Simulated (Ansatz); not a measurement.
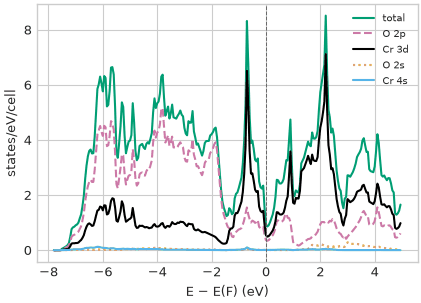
Total and projected density of states of CrO2 (rutile, space group No. 136), plane-wave PAW PBE (Ansatz code)

**Question.** Which orbitals carry the states next to the Fermi level?

**Answer.** Within 0.5 eV of the Fermi level: Cr 3d 61 %, O 2p 36 %. Projections are on Löwdin-orthogonalised atomic valence shells; empty p or d shells of many metals are not among them.

**Question.** Where is the tallest occupied peak in this window, and what makes it?

**Answer.** Near -0.7 eV, about 8.3 states/eV per cell; the largest projected share is Cr 3d.

Space group P4_2/mnm (rutile). Symmetry was held in the PBE relaxation. The final state is ferromagnetic, chosen from 2 collinear starts compared on coarse meshes (ties went to the first, and starts can fall back to one state), not a proven ground state. Textbook magnetic order: ferromagnetic. No Hubbard U is applied. The compound may be a true metal, but semilocal functionals without U, or a wrong spin order, can also close a gap.

Potentials: the later of the program's two PAW sets.
